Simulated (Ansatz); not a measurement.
**SnGeH6 (SMILES [GeH3][SnH3]), step by step**

Aim: a series of 34 runs (r2SCAN/def2-SVP, U-r2SCAN/def2-SVP, PBE/def2-TZVP, UPBE/def2-TZVP, B3LYP/def2-TZVP, UB3LYP/def2-TZVP, HF/def2-TZVP, UHF/def2-TZVP) of GeH6Sn and its partners. 

Program for the calculation: Ansatz 0.2.0.

### Step 1. The system as given

SnGeH6 has 8 atoms, charge 0, and is taken as a singlet. As SMILES, `[GeH3][SnH3]`. The shape is that of a PBE0-D4/def2-TZVP optimisation. The run starts from this shape.

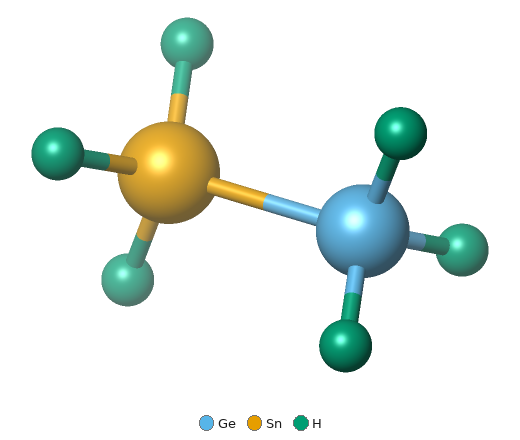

Viewed from a chosen angle; germanium blue, tin amber, hydrogen teal.

### Step 2. A geometry optimisation at r2SCAN/def2-SVP (core potential, paw set gaussian, start density atoms) (run 1)

run.yaml reads:

```yaml
crystal:
  periodic: [false, false, false]
  atoms:
    - {symbol: Ge, position_ang: [-0.754100, 0.285800, -1.041300]}
    - {symbol: Sn, position_ang: [0.751500, -0.290300, 0.992300]}
    - {symbol: H, position_ang: [-1.830800, 1.307300, -0.639500]}
    - {symbol: H, position_ang: [-1.453400, -0.978600, -1.567000]}
    - {symbol: H, position_ang: [0.087500, 0.886500, -2.179300]}
    - {symbol: H, position_ang: [-0.187600, -0.932800, 2.265200]}
    - {symbol: H, position_ang: [1.931000, -1.444200, 0.553800]}
    - {symbol: H, position_ang: [1.547900, 1.109100, 1.560100]}
basis:
  gaussian:
    orbitals: def2-SVP
hamiltonian:
  xc: {name: r2SCAN}
relax: {}
```

On the command line:

```bash
$ ansatz run run.yaml --threads 1 --pin off --max-ram 3480MiB --events-out events.jsonl --progress --plain --runs-dir runs
```

Standard output (excerpt; [...] marks lines left out):

```text
Warning: RAYON_NUM_THREADS=1 ignored (pool sized by the plan → 1); use --threads N
[...]
Functional definition: r2SCAN
  name "r2SCAN"
[...]
990 factors; their error is unknown
[...]
mean field -62441.56794661 eV, -2294.6852976229 hartree, gradient 6.6e-5 eV, S^2 0.000000; 0 other end points of the search recorded, 0 dependent functions left out
[...]
reference -62441.56795873 eV, -2294.6852980685 hartree; 30, 30 occupied and 58, 58 virtual orbitals, 990 factors
relax step   1: F+E_penalty+E_count = -62441.56794661 eV  Δ(F+E_penalty+E_count) = +0.000e0 eV  max|allowed force component| = 7.092e-2 eV/Å  Δτ_max = 0.0000 Å  (22 SCF iters, accepted)
[...]
relax step   2: F+E_penalty+E_count = -62441.56856716 eV  Δ(F+E_penalty+E_count) = -6.206e-4 eV  max|allowed force component| = 3.459e-2 eV/Å  Δτ_max = 0.0164 Å  (25 SCF iters, accepted)
[...]
relax step   3: F+E_penalty+E_count = -62441.56908426 eV  Δ(F+E_penalty+E_count) = -5.171e-4 eV  max|allowed force component| = 1.446e-3 eV/Å  Δτ_max = 0.0075 Å  (27 SCF iters, accepted)
990 factors; their error is unknown
[...]
mean field -62441.56908426 eV, -2294.6853394310 hartree, gradient 1.4e-5 eV, S^2 0.000000; 1 other end points of the search recorded, 0 dependent functions left out
[...]
reference -62441.56909639 eV, -2294.6853398767 hartree; 30, 30 occupied and 58, 58 virtual orbitals, 990 factors
Total energy: -62441.56909639 eV, -2294.6853398767 hartree
Atom 0 at    -0.755567     0.286427    -1.043387 Å, force    -0.000992     0.000599    -0.001446 eV/Å
Atom 1 at     0.752950    -0.290904     0.994525 Å, force    -0.001135     0.000267    -0.000924 eV/Å
Atom 2 at    -1.833403     1.307769    -0.646449 Å, force     0.001082    -0.000607    -0.000560 eV/Å
Atom 3 at    -1.457094    -0.974858    -1.571992 Å, force     0.000349     0.001076     0.000581 eV/Å
Atom 4 at     0.081834     0.886925    -2.183816 Å, force    -0.000709    -0.000822     0.000753 eV/Å
Atom 5 at    -0.187673    -0.936518     2.273482 Å, force     0.000766    -0.000433     0.000480 eV/Å
Atom 6 at     1.937862    -1.448850     0.555872 Å, force     0.000475     0.000224     0.000476 eV/Å
Atom 7 at     1.553091     1.112809     1.566064 Å, force     0.000163    -0.000305     0.000641 eV/Å
Dipole moment:    -0.010273     0.003944    -0.014039 e Å
```

Wall time 20 s (1 thread of Arm Neoverse V1, shared host); peak memory 0.14 GiB.

Step by step:

```tsv
step	energy from the first frame kept (eV)	largest force (eV/Å)
1	0.0000	0.0892
2	-0.0006	0.0439
3	-0.0011	0.0019
```

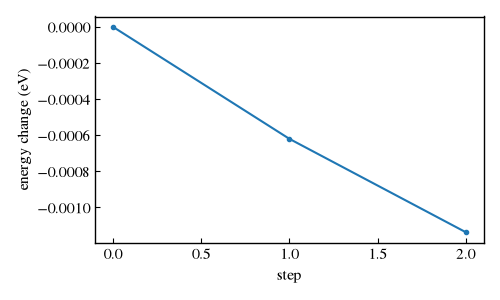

Energy along the run.

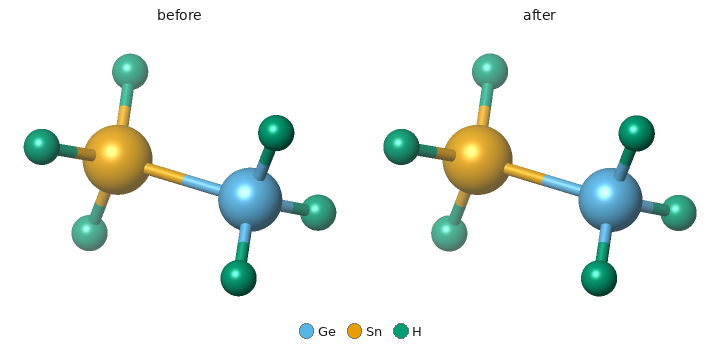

Before and after, at one scale.

After the run. Bond lengths: Ge1–Sn2 2.600 Å, Ge1–H3 1.537 Å, Ge1–H4 1.537 Å, Ge1–H5 1.537 Å, Sn2–H6 1.714 Å, Sn2–H7 1.714 Å, Sn2–H8 1.714 Å. Some angles: Ge1–Sn2–H6 110.5°, Ge1–Sn2–H7 110.5°, Ge1–Sn2–H8 110.5°, Sn2–Ge1–H3 110.6°, Sn2–Ge1–H4 110.6°, Sn2–Ge1–H5 110.6°, H6–Sn2–H7 108.4°, H6–Sn2–H8 108.4°, H7–Sn2–H8 108.4°, H3–Ge1–H4 108.3°.

### Step 3. The doublet cation: a structure relaxation at U-r2SCAN/def2-SVP (core potential, paw set gaussian, start density atoms) (run 2)

job.yaml reads:

```yaml
crystal:
  periodic: [false, false, false]
  atoms:
    - symbol: Ge
      position_ang: [-0.754100, 0.285800, -1.041300]
    - symbol: Sn
      position_ang: [0.751500, -0.290300, 0.992300]
    - symbol: H
      position_ang: [-1.830800, 1.307300, -0.639500]
    - symbol: H
      position_ang: [-1.453400, -0.978600, -1.567000]
    - symbol: H
      position_ang: [0.087500, 0.886500, -2.179300]
    - symbol: H
      position_ang: [-0.187600, -0.932800, 2.265200]
    - symbol: H
      position_ang: [1.931000, -1.444200, 0.553800]
    - symbol: H
      position_ang: [1.547900, 1.109100, 1.560100]
basis:
  gaussian:
    orbitals: def2-SVP
total_charge: 1
hamiltonian:
  xc: r2scan
relax: {}
magnetization:
  spin_polarized: true
  initial_magnetization: 1
```

On the command line:

```bash
$ ansatz run job.yaml --threads 1 --pin off --max-ram 3480MiB --events-out events.jsonl --progress --plain --runs-dir runs
```

Standard output (excerpt; [...] marks lines left out):

```text
Warning: RAYON_NUM_THREADS=1 ignored (pool sized by the plan → 1); use --threads N
[...]
[... 2 set-up lines as earlier in the session ...]
[...]
990 factors; their error is unknown
[...]
mean field -62431.70204037 eV, -2294.3227322561 hartree, gradient 5.6e-5 eV, S^2 0.752704; 6 other end points of the search recorded, 0 dependent functions left out
[...]
reference -62431.70205463 eV, -2294.3227327802 hartree; 30, 29 occupied and 58, 59 virtual orbitals, 990 factors
relax step   1: F+E_penalty+E_count = -62431.70204037 eV  Δ(F+E_penalty+E_count) = +0.000e0 eV  max|allowed force component| = 2.625e0 eV/Å  Δτ_max = 0.0000 Å  (105 SCF iters, accepted)
[...]
relax step   4: F+E_penalty+E_count = -62432.59743578 eV  Δ(F+E_penalty+E_count) = -6.999e-3 eV  max|allowed force component| = 3.758e-2 eV/Å  Δτ_max = 0.0276 Å  (29 SCF iters, accepted)
[...]
reference -62432.59772200 eV, -2294.3556479490 hartree; 30, 29 occupied and 58, 59 virtual orbitals, 990 factors
Total energy: -62432.59772200 eV, -2294.3556479490 hartree
Atom 0 at    -0.850826     0.322888    -1.171958 Å, force    -0.000348     0.000120    -0.000373 eV/Å
Atom 1 at     0.878345    -0.338904     1.164012 Å, force    -0.000726     0.000279    -0.000940 eV/Å
Atom 2 at    -1.772866     1.314170    -0.472948 Å, force     0.000120     0.000482     0.000349 eV/Å
Atom 3 at    -1.377387    -1.080652    -1.444383 Å, force    -0.000189    -0.000442     0.000402 eV/Å
Atom 4 at     0.236942     0.873257    -2.085886 Å, force     0.000637    -0.000245    -0.000071 eV/Å
Atom 5 at    -0.360033    -0.919956     2.166876 Å, force     0.000234    -0.000362     0.000151 eV/Å
Atom 6 at     1.870550    -1.458299     0.364393 Å, force     0.000331     0.000167     0.000086 eV/Å
Atom 7 at     1.467275     1.230296     1.424193 Å, force    -0.000060     0.000001     0.000396 eV/Å
Dipole moment:    -0.090432     0.034613    -0.122189 e Å
```

Wall time 62 s (1 thread of Arm Neoverse V1, shared host); peak memory 0.2 GiB.

Step by step:

```tsv
step	energy from the first frame kept (eV)	largest force (eV/Å)
1	0.0000	3.3511
2	-0.8099	0.7299
3	-0.8884	0.2140
4	-0.8954	0.0479
5	-0.8957	0.0012
```

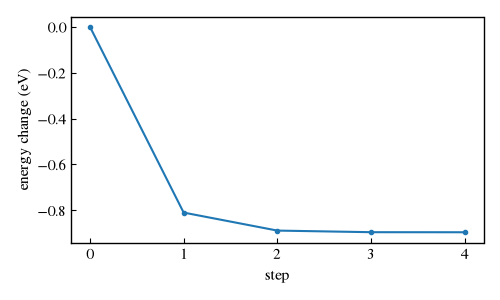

Energy along the run.

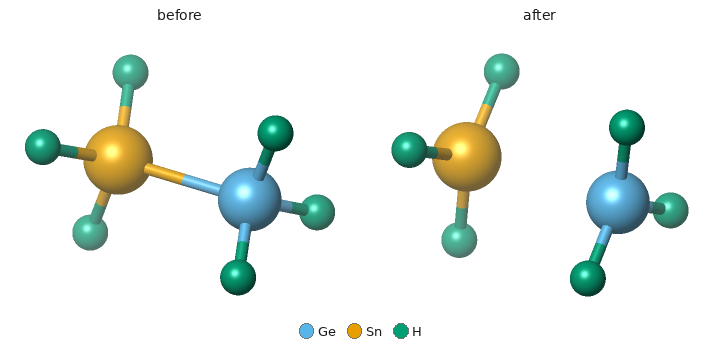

Before and after, at one scale.

After the run. Bond lengths: Ge1–Sn2 2.981 Å, Ge1–H3 1.524 Å, Ge1–H4 1.524 Å, Ge1–H5 1.524 Å, Sn2–H6 1.696 Å, Sn2–H7 1.696 Å, Sn2–H8 1.696 Å. Some angles: Ge1–Sn2–H6 96.7°, Ge1–Sn2–H7 96.7°, Ge1–Sn2–H8 96.7°, Sn2–Ge1–H3 97.8°, Sn2–Ge1–H4 97.8°, Sn2–Ge1–H5 97.8°, H6–Sn2–H7 118.7°, H6–Sn2–H8 118.7°, H7–Sn2–H8 118.7°, H3–Ge1–H4 118.2°.

Runs 3 to 11 aren't shown in full; the table further down has their settings and results.

### Step 4. SnGeH5: a single-point energy at UPBE/def2-TZVP (core potential, paw set gaussian, start density atoms) (run 12)

job.yaml reads:

```yaml
crystal:
  periodic: [false, false, false]
  atoms:
    - symbol: Ge
      position_ang: [-0.764856, 0.291216, -1.052125]
    - symbol: Sn
      position_ang: [0.759484, -0.297724, 0.990090]
    - symbol: H
      position_ang: [-1.850104, 1.314699, -0.667203]
    - symbol: H
      position_ang: [-1.457458, -0.977104, -1.574178]
    - symbol: H
      position_ang: [0.083624, 0.886335, -2.186503]
    - symbol: H
      position_ang: [-0.174659, -0.940098, 2.293939]
    - symbol: H
      position_ang: [1.564969, 1.109677, 1.586480]
basis:
  gaussian:
    orbitals: def2-TZVP
magnetization:
  spin_polarized: true
  initial_magnetization: 1
hamiltonian:
  xc: pbe
```

On the command line:

```bash
$ ansatz run job.yaml --threads 1 --pin off --max-ram 3480MiB --events-out events.jsonl --progress --plain --runs-dir runs
```

Standard output:

```text
Warning: RAYON_NUM_THREADS=1 ignored (pool sized by the plan → 1); use --threads N
Functional definition: PBE
  name "PBE"
  parameter kappa = 0.804
  parameter beta = 0.06672455060314922
  exchange = pbe_x(kappa = kappa, mu = beta*pi^2/3)
  correlation = pbe_c(beta = beta)
966 factors; their error is unknown
mean field evaluation 1: about -62419.6687 eV, gradient 2.0e1 eV
mean field evaluation 2: about -62420.0449 eV, gradient 2.1e1 eV
mean field evaluation 4: about -62421.1115 eV, gradient 5.7e-1 eV
mean field evaluation 8: about -62421.0966 eV, gradient 1.0e-1 eV
mean field evaluation 16: about -62421.0966 eV, gradient 6.4e-5 eV
mean field -62421.09662014 eV, -2293.9329902511 hartree, gradient 6.4e-5 eV, S^2 0.751685; 0 other end points of the search recorded, 0 dependent functions left out
reference -62421.09667260 eV, -2293.9329921793 hartree; 30, 29 occupied and 98, 99 virtual orbitals, 966 factors
Total energy: -62421.09667260 eV, -2293.9329921793 hartree
```

Wall time 5.1 s (1 thread of Arm Neoverse V1, shared host); peak memory 0.17 GiB.

Runs 13 to 33 aren't shown in full; the table further down has their settings and results.

### Step 5. GeH3: a single-point energy at UHF/def2-TZVP (paw set gaussian, start density atoms) (run 34)

run.yaml reads:

```yaml
crystal:
  periodic: [false, false, false]
  atoms:
    - symbol: Ge
      position_ang: [-0.785432, 0.297816, -1.083618]
    - symbol: H
      position_ang: [-1.833337, 1.318592, -0.611442]
    - symbol: H
      position_ang: [-1.449539, -1.006069, -1.554677]
    - symbol: H
      position_ang: [0.117508, 0.890661, -2.177364]
basis:
  gaussian:
    orbitals: def2-TZVP
magnetization:
  spin_polarized: true
  initial_magnetization: 1
hamiltonian:
  xc: hf
```

On the command line:

```bash
$ ansatz run run.yaml --threads 1 --pin off --max-ram 3480MiB --events-out events.jsonl --progress --plain --runs-dir runs
```

Standard output:

```text
Warning: RAYON_NUM_THREADS=1 ignored (pool sized by the plan → 1); use --threads N
Functional definition: HF
  name "HF"
  exchange = exact_x
  correlation = 0
475 factors; integrals over basis functions are off by at most 1.0e-3 eV
mean field evaluation 1: about -56519.2926 eV, gradient 7.2e0 eV
mean field evaluation 2: about -56519.2937 eV, gradient 7.2e0 eV
mean field evaluation 4: about -56519.8913 eV, gradient 1.7e0 eV
mean field evaluation 8: about -56519.9078 eV, gradient 4.2e-4 eV
mean field -56519.90783181 eV, -2077.0683022496 hartree, gradient 1.8e-5 eV, S^2 0.754667; 0 other end points of the search recorded, 0 dependent functions left out
reference -56519.90783181 eV, -2077.0683022496 hartree; 18, 17 occupied and 48, 49 virtual orbitals, 475 factors
Total energy: -56519.90783181 eV, -2077.0683022496 hartree
```

Run time: 0.5 s. Hardware: 1 thread of Arm Neoverse V1, shared host; peak memory 0.096 GiB.

### Step 6. The series

```tsv
run	level	broken bond	fragment atoms	partner	energy (Eh)	wall time
1	r2SCAN/def2-SVP (core potential, paw set gaussian, start density atoms)	–	–	base	-2294.685340	20 s
2	U-r2SCAN/def2-SVP (core potential, paw set gaussian, start density atoms)	–	–	cation	-2294.355648	62 s
3	U-r2SCAN/def2-SVP (core potential, paw set gaussian, start density atoms)	–	–	anion	-2294.684036	3 min
4	U-r2SCAN/def2-SVP (core potential, paw set gaussian, start density atoms)	(7, 2)	(1, 2, 3, 4, 5, 6, 8)	fragment	-2294.067793	40 s
5	U-r2SCAN/def2-SVP (core potential, paw set gaussian, start density atoms)	(4, 1)	(1, 2, 3, 5, 6, 7, 8)	fragment	-2294.053388	63 s
6	U-r2SCAN/def2-SVP (core potential, paw set gaussian, start density atoms)	(2, 1)	(2, 6, 7, 8)	fragment	-216.108385	9.9 s
7	U-r2SCAN/def2-SVP (paw set gaussian, start density atoms)	(2, 1)	(1, 3, 4, 5)	fragment	-2078.476797	11 s
8	PBE/def2-TZVP (core potential, paw set gaussian, start density atoms)	–	–	base	-2294.550107	2.9 s
9	UPBE/def2-TZVP (core potential, paw set gaussian, start density atoms)	–	–	cation	-2294.223338	5.4 s
10	UPBE/def2-TZVP (core potential, paw set gaussian, start density atoms)	–	–	anion	-2294.554769	6 s
11	UPBE/def2-TZVP (paw set gaussian, start density atoms)	(7, 2)	(7)	fragment	-0.499616	0.08 s
12	UPBE/def2-TZVP (core potential, paw set gaussian, start density atoms)	(7, 2)	(1, 2, 3, 4, 5, 6, 8)	fragment	-2293.932992	5.1 s
13	UPBE/def2-TZVP (paw set gaussian, start density atoms)	(4, 1)	(4)	fragment	-0.499616	0.08 s
14	UPBE/def2-TZVP (core potential, paw set gaussian, start density atoms)	(4, 1)	(1, 2, 3, 5, 6, 7, 8)	fragment	-2293.919428	5.1 s
15	UPBE/def2-TZVP (core potential, paw set gaussian, start density atoms)	(2, 1)	(2, 6, 7, 8)	fragment	-216.027087	1.2 s
16	UPBE/def2-TZVP (paw set gaussian, start density atoms)	(2, 1)	(1, 3, 4, 5)	fragment	-2078.420825	1.1 s
17	B3LYP/def2-TZVP (core potential, paw set gaussian, start density atoms)	–	–	base	-2295.016946	4.8 s
18	UB3LYP/def2-TZVP (core potential, paw set gaussian, start density atoms)	–	–	cation	-2294.685897	8.1 s
19	UB3LYP/def2-TZVP (core potential, paw set gaussian, start density atoms)	–	–	anion	-2295.022234	8.1 s
20	UB3LYP/def2-TZVP (paw set gaussian, start density atoms)	(7, 2)	(7)	fragment	-0.502154	0.08 s
21	UB3LYP/def2-TZVP (core potential, paw set gaussian, start density atoms)	(7, 2)	(1, 2, 3, 4, 5, 6, 8)	fragment	-2294.393376	7.5 s
22	UB3LYP/def2-TZVP (paw set gaussian, start density atoms)	(4, 1)	(4)	fragment	-0.502154	0.08 s
23	UB3LYP/def2-TZVP (core potential, paw set gaussian, start density atoms)	(4, 1)	(1, 2, 3, 5, 6, 7, 8)	fragment	-2294.379677	8.1 s
24	UB3LYP/def2-TZVP (core potential, paw set gaussian, start density atoms)	(2, 1)	(2, 6, 7, 8)	fragment	-216.120168	1.6 s
25	UB3LYP/def2-TZVP (paw set gaussian, start density atoms)	(2, 1)	(1, 3, 4, 5)	fragment	-2078.798403	1.2 s
26	HF/def2-TZVP (core potential, paw set gaussian, start density atoms)	–	–	base	-2292.189617	1.5 s
27	UHF/def2-TZVP (core potential, paw set gaussian, start density atoms)	–	–	cation	-2291.892603	3.9 s
28	UHF/def2-TZVP (core potential, paw set gaussian, start density atoms)	–	–	anion	-2292.161713	4.5 s
29	UHF/def2-TZVP (paw set gaussian, start density atoms)	(7, 2)	(7)	fragment	-0.499810	0.04 s
30	UHF/def2-TZVP (core potential, paw set gaussian, start density atoms)	(7, 2)	(1, 2, 3, 4, 5, 6, 8)	fragment	-2291.596995	3.9 s
31	UHF/def2-TZVP (paw set gaussian, start density atoms)	(4, 1)	(4)	fragment	-0.499810	0.04 s
32	UHF/def2-TZVP (core potential, paw set gaussian, start density atoms)	(4, 1)	(1, 2, 3, 5, 6, 7, 8)	fragment	-2291.584851	3.9 s
33	UHF/def2-TZVP (core potential, paw set gaussian, start density atoms)	(2, 1)	(2, 6, 7, 8)	fragment	-215.047944	0.4 s
34	UHF/def2-TZVP (paw set gaussian, start density atoms)	(2, 1)	(1, 3, 4, 5)	fragment	-2077.068302	0.5 s
```

### Step 7. Summary of results

| quantity | value |
| --- | --- |
| GeH3, run 34: total energy | -2077.06830 Eh |
| GeH3, run 34: ⟨S²⟩ | 0.755 |
| adiabatic electron affinity (to the doublet anion, shapes relaxed at r2SCAN/def2-SVP, no zero-point term), PBE/def2-TZVP | 0.127 eV |
| adiabatic electron affinity (to the doublet anion, shapes relaxed at r2SCAN/def2-SVP, no zero-point term), HF/def2-TZVP | -0.759 eV |
| dissociation energy of the Sn2–Ge1 bond into doublet SnH3 and doublet GeH3 (shapes relaxed at r2SCAN/def2-SVP, no zero-point term), B3LYP/def2-TZVP | 2.677 eV |
| dissociation energy of the H4–Ge1 bond into doublet H and doublet SnGeH5 (shapes relaxed at r2SCAN/def2-SVP, no zero-point term), B3LYP/def2-TZVP | 3.677 eV |
| dissociation energy of the H4–Ge1 bond into doublet H and doublet SnGeH5 (shapes relaxed at r2SCAN/def2-SVP, no zero-point term), HF/def2-TZVP | 2.856 eV |
| adiabatic ionisation energy (to the doublet cation, shapes relaxed at r2SCAN/def2-SVP, no zero-point term), PBE/def2-TZVP | 8.892 eV |
| adiabatic ionisation energy (to the doublet cation, shapes relaxed at r2SCAN/def2-SVP, no zero-point term), B3LYP/def2-TZVP | 9.008 eV |
| adiabatic ionisation energy (to the doublet cation, shapes relaxed at r2SCAN/def2-SVP, no zero-point term), HF/def2-TZVP | 8.082 eV |

What this shows: At PBE/def2-TZVP: the adiabatic electron affinity (to the doublet anion, shapes relaxed at r2SCAN/def2-SVP, no zero-point term) is 0.13 eV (12.2 kJ/mol). At HF/def2-TZVP: the adiabatic electron affinity (to the doublet anion, shapes relaxed at r2SCAN/def2-SVP, no zero-point term) is −0.76 eV (−17.5 kcal/mol). A negative value puts this state of the anion above the relaxed parent: the electron is not bound at this level, and such a value depends on the basis. At B3LYP/def2-TZVP: the dissociation energy of the Sn2–Ge1 bond into doublet SnH3 and doublet GeH3 (shapes relaxed at r2SCAN/def2-SVP, no zero-point term) is 2.68 eV (62 kcal/mol). At B3LYP/def2-TZVP: the dissociation energy of the H4–Ge1 bond into doublet H and doublet SnGeH5 (shapes relaxed at r2SCAN/def2-SVP, no zero-point term) is 3.68 eV (355 kJ/mol). At HF/def2-TZVP: the dissociation energy of the H4–Ge1 bond into doublet H and doublet SnGeH5 (shapes relaxed at r2SCAN/def2-SVP, no zero-point term) is 2.86 eV (66 kcal/mol). Totals of different functionals can't be ranked against each other. All runs together took 7.8 min, the longest 3 min.
